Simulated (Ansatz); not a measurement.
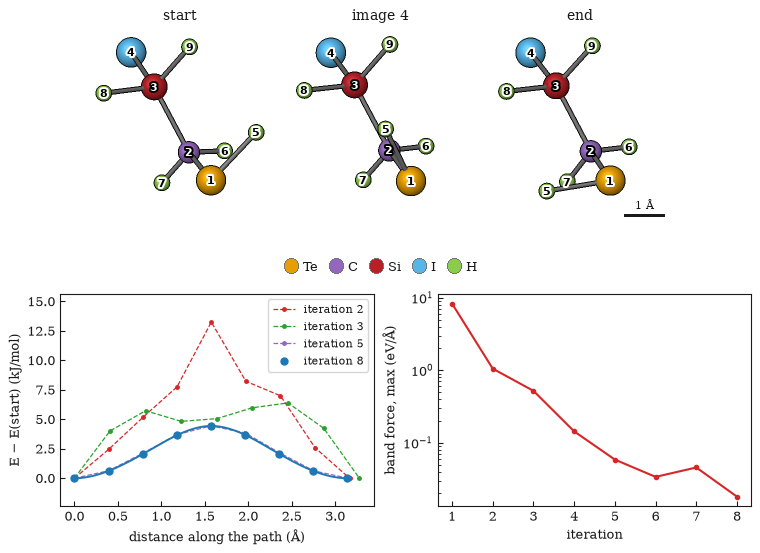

A search for the minimum-energy path of CH5ISiTe by the nudged elastic band. Images are numbered from 0 (start) to 8 (end). The plot follows the band through its iterations. Style: ball-and-stick. Shown from a free direction.

The calculation used Ansatz, RKS PBE0-D4/def2-SVP. Settings: 7 movable images; climbing image; force threshold 0.03 eV/Å; iteration limit 46; starting path through a guess of the saddle point.

> Did the band converge, and can the barrier be trusted?

The result is final at these settings. The band converged in 8 iterations. The largest component of the band force went from 8.3 to 0.018 eV/Å. The climbing image converged on the top of the path. Its vibrational analysis gives one imaginary mode (133i cm⁻¹), as a transition state must have. The first iteration put the highest image at 110.27 kJ/mol. The barrier is about 4.43 kJ/mol in both directions, with image 4 at the top; the ends have the same energy.

The run took 4.9 min on 2 threads of Arm Neoverse V1, with other jobs on the host, peak memory 0.3 GiB.
